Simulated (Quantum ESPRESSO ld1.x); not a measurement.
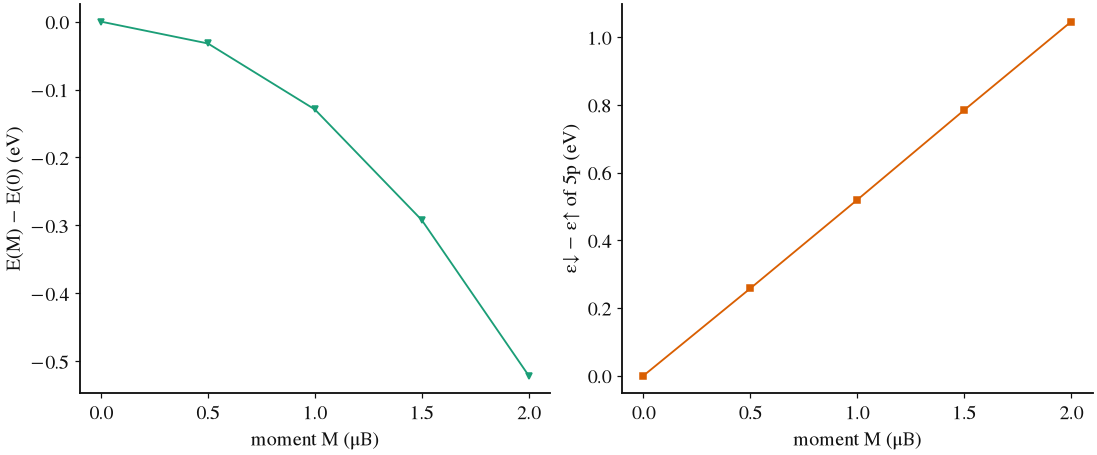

For Sn in [Kr] 4d10 5s2 5p2, the spin moment of the 5p shell is fixed at a series of values. Computed with Quantum ESPRESSO ld1.x 7.5: scalar-relativistic Kohn-Sham, LDA (Slater exchange, VWN5 correlation), spin-polarised, spherical densities, point nucleus. The plot shows the energy and the exchange splitting.

> Describe both curves.

The energy falls with the moment, to −0.521 eV at M = 2 μB, the largest moment run, in line with Hund's first rule (at fractional spins the functional's fractional-spin error adds to the fall). A fit E = −I M²/4 gives an exchange integral I of about 0.52 eV, and the exchange splitting grows nearly in proportion to M, to 1.05 eV (0.52 eV per μB).
